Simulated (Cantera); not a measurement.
Input: 1 mol SiHCl3, 0.082 mol HCl, 9.3 mol N2, equilibrated at 877 °C.

Cantera equilibrium calculation (NASA polynomials, part measured and part estimated; ideal gas, pure solids and liquids). Candidate condensed phases: NH4Cl, Si, Si3N4; 28 gas species. N2 is the only nitrogen source here; it is nearly inert below about 1500 K, so the nitride shown seldom forms there in practice. The tables' values for SiCl3 are old estimates; treat these amounts as uncertain. Equilibrium is a limit: real reactors are often held back by kinetics, nucleation or transport.

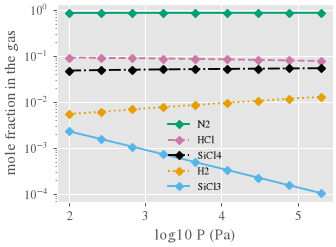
Equilibrium gas composition (values under 1e-9 drawn at 1e-9)

From 100 Pa to 200000 Pa the condensed part is Si3N4(s). The main Si-bearing gas is SiCl4 throughout. The share of Si in condensed phases is highest at 260 Pa (46.0 %) and lowest at 200000 Pa (43.1 %).
